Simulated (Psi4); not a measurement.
# [SiNH2F2]− (SMILES N[Si-](F)F): CCSD/6-311+G(d,p)

Aim: the energy change on altering one bond length of [SiNH2F2]− at CCSD/6-311+G**, from 2 runs. 

The results are computed with Psi4 1.11.

### Step 1. The structure to begin with

The species is [SiNH2F2]− (6 atoms), meant as a singlet with charge -1. As SMILES, `N[Si-](F)F`. Geometry: relaxed at GFN2-xTB. This is one conformer, not always the lowest.

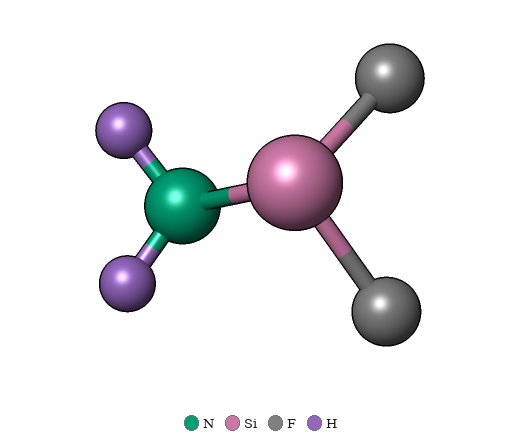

Viewed from a chosen angle; nitrogen teal, silicon pink, fluorine grey, hydrogen purple.

### Step 2. A single-point energy at CCSD/6-311+G(d,p)

f2h2nsi.inp

```
memory 1.6 GB

molecule m {
  -1 1
  N
  Si 1 1.808485
  F 2 1.704635 1 95.75481
  F 2 1.705165 3 94.28056 1 -96.50418
  H 1 1.013358 2 112.29928 3 69.21773
  H 1 1.013303 5 107.46967 2 -124.06227
  symmetry c1
  no_reorient
  no_com
}

set {
  basis           6-311+G**
  puream          true
  e_convergence   1e-09
  d_convergence   1e-08
  scf_type        pk
  num_frozen_docc 8
}

energy_value, wavefunction = energy('ccsd', return_wfn=True)
```

Run with:

```bash
$ psi4 -i f2h2nsi.inp -o f2h2nsi.out -n 1
```

f2h2nsi.out:

```text
[...]
  Running in c1 symmetry.
[...]
  Nuclear repulsion =  169.429552836235985
[...]
  Multiplicity = 1
[...]
  Nalpha       = 21
  Nbeta        = 21
[...]
    Number of basis functions: 108
[...]
   @RHF iter   1:  -543.44993943679560   -1.13418e+00   6.40290e-03 DIIS/ADIIS
[...]
   @RHF iter  12:  -543.64497138375089   -7.16227e-12   8.63862e-09 DIIS
[...]
    Orbital Energies [Eh]
    ---------------------
    Doubly Occupied:
       1A    -68.615851     2A    -26.046853     3A    -26.045817
       4A    -15.349190     5A     -5.951599     6A     -4.057704
       7A     -4.056948     8A     -4.055026     9A     -1.345372
      10A     -1.325556    11A     -0.944916    12A     -0.540370
      13A     -0.475656    14A     -0.446310    15A     -0.442108
      16A     -0.438179    17A     -0.403204    18A     -0.386474
      19A     -0.356543    20A     -0.253710    21A     -0.100626
[...]
  @RHF Final Energy:  -543.64497138375089
   => Energetics <=
    Nuclear Repulsion Energy =            169.4295528362359846
    One-Electron Energy =               -1102.8730269868035521
    Two-Electron Energy =                 389.7985027668167390
    Total Energy =                       -543.6449713837507716
[...]
 Multipole Moments:
 ------------------------------------------------------------------------------------
     Multipole            Electronic (a.u.)      Nuclear  (a.u.)        Total (a.u.)
 ------------------------------------------------------------------------------------
 L = 1.  Multiply by 2.5417464519 to convert [e a0] to [Debye]
 Dipole X            :          1.9751753           -2.2578741           -0.2826987
 Dipole Y            :         -1.7968566            2.0166990            0.2198424
 Dipole Z            :          3.6595528           -4.4353541           -0.7758014
 Magnitude           :                                                    0.8544688
[...]
      * MP2 total energy                      = -544.349740510355218
[...]
      * CCSD total energy                     = -544.363976626486874
[...]
```

Wall time 57 s (1 thread of Intel Xeon Platinum 8259CL at 2.50GHz (Skylake/Cascade Lake), shared host); peak memory 1.1 GiB.

### Step 3. The distorted shape at the same level

f2h2nsi.in

```
memory 1600 MB

molecule m {
  -1 1
  N     -0.208226     1.624671    -1.801207
  Si     0.702924     0.119781    -2.220407
  F      0.596070    -1.356640     1.225280
  F     -0.648556    -0.758379    -2.777117
  H      0.325614     2.242911    -1.201467
  H     -0.476406     2.154271    -2.622417
  units angstrom
  symmetry c1
  no_reorient
  no_com
}

set basis 6-311+G**
set puream true
set e_convergence 1e-09
set d_convergence 1e-08
set scf_type pk
set num_frozen_docc 8

E, wfn = energy('ccsd', return_wfn=True)
print_variables()
```

Run with:

```bash
$ psi4 -n 1 f2h2nsi.in f2h2nsi.out
```

f2h2nsi.out:

```text
[...]
  Running in c1 symmetry.
[...]
  Nuclear repulsion =  134.970120940996793
[...]
  Multiplicity = 1
[...]
  Nalpha       = 21
  Nbeta        = 21
[...]
    Number of basis functions: 108
[...]
   @RHF iter   1:  -543.28501549788007   -1.46121e+00   7.31580e-03 DIIS/ADIIS
[...]
   @RHF iter  13:  -543.53516841288820   -3.86535e-12   3.71744e-09 DIIS
[...]
    Orbital Energies [Eh]
    ---------------------
    Doubly Occupied:
       1A    -68.726876     2A    -26.136549     3A    -25.849707
       4A    -15.432887     5A     -6.063328     6A     -4.166292
       7A     -4.165817     8A     -4.164440     9A     -1.421173
      10A     -1.091765    11A     -1.025618    12A     -0.600729
      13A     -0.541466    14A     -0.513376    15A     -0.495747
      16A     -0.461251    17A     -0.336545    18A     -0.236622
      19A     -0.198790    20A     -0.198691    21A     -0.196514
[...]
  @RHF Final Energy:  -543.53516841288820
   => Energetics <=
    Nuclear Repulsion Energy =            134.9701209409967930
    One-Electron Energy =               -1032.9622138373060807
    Two-Electron Energy =                 354.4569244834210622
    Total Energy =                       -543.5351684128881971
[...]
 Multipole Moments:
 ------------------------------------------------------------------------------------
     Multipole            Electronic (a.u.)      Nuclear  (a.u.)        Total (a.u.)
 ------------------------------------------------------------------------------------
 L = 1.  Multiply by 2.5417464519 to convert [e a0] to [Debye]
 Dipole X            :        -14.9164020           14.6646300           -0.2517720
 Dipole Y            :          6.1696264           -3.0015616            3.1680648
 Dipole Z            :        114.4881719         -116.1889869           -1.7008150
 Magnitude           :                                                    3.6045520
[...]
      * MP2 total energy                      = -544.247122112163538
[...]
      * CCSD total energy                     = -544.260571961291475
[...]
```

It took 72 s on 1 thread of Intel Xeon Platinum 8259CL at 2.50GHz (Skylake/Cascade Lake), shared host; peak memory 1 GiB.

### Step 4. Summary of results

Level: CCSD/6-311+G**, 8 core orbitals frozen.

| quantity | value |
| --- | --- |
| first shape: total energy | -544.36398 Eh |
| first shape: HOMO energy (Hartree–Fock orbitals) | -2.74 eV |
| first shape: LUMO energy (Hartree–Fock orbitals) | 5.25 eV |
| first shape: HOMO–LUMO gap (to an unbound level, set by the basis) | 7.99 eV |
| first shape: correlation energy (8 core orbitals frozen) | -719.0 mEh |
| first shape: T1 diagnostic | 0.016 |
| distorted shape: total energy | -544.26057 Eh |
| distorted shape: HOMO energy (Hartree–Fock orbitals) | -5.35 eV |
| distorted shape: LUMO energy (Hartree–Fock orbitals) | 3.83 eV |
| distorted shape: HOMO–LUMO gap (to an unbound level, set by the basis) | 9.18 eV |
| distorted shape: correlation energy (8 core orbitals frozen) | -725.4 mEh |
| distorted shape: T1 diagnostic | 0.020 |
| energy change with the Si2–F3 bond stretched from 1.705 to 3.750 Å | 2.814 eV |

What this shows: With the Si2–F3 bond stretched from 1.705 to 3.750 Å the energy rises by 2.81 eV (271 kJ/mol). The first shape isn't relaxed at this level, so the change isn't measured from a minimum.
